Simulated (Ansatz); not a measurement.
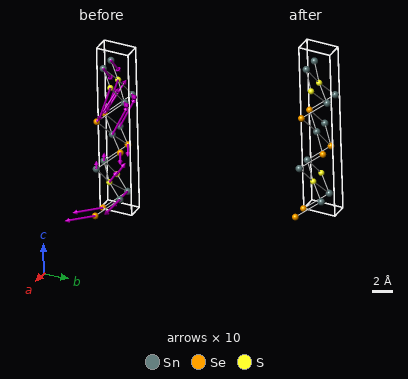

The structure of crystalline Sn$_{5}$Se$_{3}$S$_{2}$ (a generated structure, set up in P1) (coarse preliminary run) before (left) and after (right) a relaxation, at one scale. The purple arrows give the displacements (the part carried along by the change of the cell is left out), magnified 10 times.

Style: ball-and-stick. Shown: the cell of the calculation, reduced to other axes, repeated 2 × 1 × 1 with one cell outlined, slightly off an axis. Lengths and directions refer to the drawn axes.

Computed with DFT PBE, scalar-relativistic, plane waves, PAW in Ansatz 0.2.0.

Input
```yaml
crystal:
  lattice:
    - [-2.1631007776, 3.6257733481, 0.0400844615]
    - [-4.2172069496, 0.0629280649, 0.0298746205]
    - [-2.2486331778, 1.3480160192, 17.1427131903]
  atoms:
    - { symbol: Sn, position: [0.8516919882, 0.9646763084, 0.2923498823] }
    - { symbol: Sn, position: [0.3057058754, 0.2989907059, 0.0932500957] }
    - { symbol: Sn, position: [0.6606674663, 0.6833388107, 0.8837346072] }
    - { symbol: Sn, position: [0.0748184164, 0.1110163283, 0.711239134] }
    - { symbol: Sn, position: [0.4968683292, 0.5365303546, 0.518704405] }
    - { symbol: Se, position: [-0.0451878772, -0.0275837428, -0.0029723197] }
    - { symbol: Se, position: [0.8044492537, 0.8125086863, 0.5976434415] }
    - { symbol: Se, position: [0.2832798498, 0.1682975402, 0.4181352634] }
    - { symbol: S, position: [0.6353100782, 0.5670244174, 0.1786139652] }
    - { symbol: S, position: [0.4323966199, 0.3852005909, 0.8093015254] }
basis:
  ecutwfc: 420
kpoints:
  mp_grid: { grid: [6, 6, 6] }
hamiltonian:
  xc: pbe
scf:
  occupations: { method: gaussian, width: 0.2 }
  lower_state_search: "off"
output:
  forces: true
  stress: true
  eigenvalues: true
relax:
  adjacent_minimum: "off"
  f_tol: 0.025
  max_steps: 60
  cell: { stress_tol: 0.25 }
```

Command:
```bash
ansatz run input.yaml --threads 4 --pin off --max-ram 8192MiB --backend cpu --events-out ev --progress --plain --runs-dir out
```

Q: Summarise the run.

A: The run was cut off at its time limit before the relaxation converged, so the last structure is only a point on the way. Over 3 geometry steps the energy falls by 143 meV per atom. The largest force component goes from 1.8 to 0.1 eV/Å. Pressure: 3.75 GPa at the start and 0.04 GPa at the end. The largest move relative to the cell is that of Se8, 0.42 Å roughly along [−3 2 1]. Largest moves by element: Se 0.42 Å, S 0.38 Å, Sn 0.35 Å. The volume changes by +3.7 %, with a 4.113 → 4.271 Å (+3.9 %), b 4.218 → 4.225 Å (+0.2 %), c 17.254 → 17.365 Å (+0.6 %), α 89.4° → 89.9°, β 83.4° → 83.2°, γ 60.9° → 60.1°. Some distances before and after: Sn2–Se6 2.749 → 3.192 Å, Sn1–S9 3.252 → 2.864 Å, Sn1–Se8 3.480 → 3.118 Å, Sn3–S10 2.500 → 2.857 Å. Bond angles that change, for instance: Se8–Sn1–S9 109.1° → 94.3°, Se6–Sn2–S9 82.4° → 95.4°, Se7–Sn5–Se7 98.4° → 86.2°. The space group stays P1 (No. 1).
